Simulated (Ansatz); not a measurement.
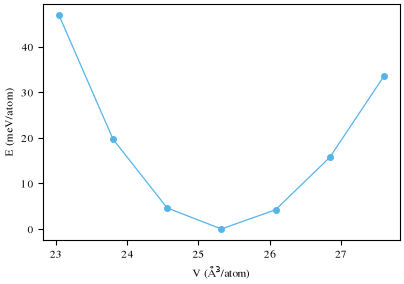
Figure: CdGeAs2 (chalcopyrite, I-42d) under volume change, HSE06 (plane waves, PAW; program Ansatz), shape and atoms relaxed at each volume.

Problem. What does a third-order Birch–Murnaghan fit give for V₀, B₀ and B′?

Solution. V₀ = 25.32 Å³/atom, B₀ = 61.3 GPa, B′ = 4.7.

Symmetry was held in the HSE06 relaxation.

Potentials: the later of the program's two PAW sets.
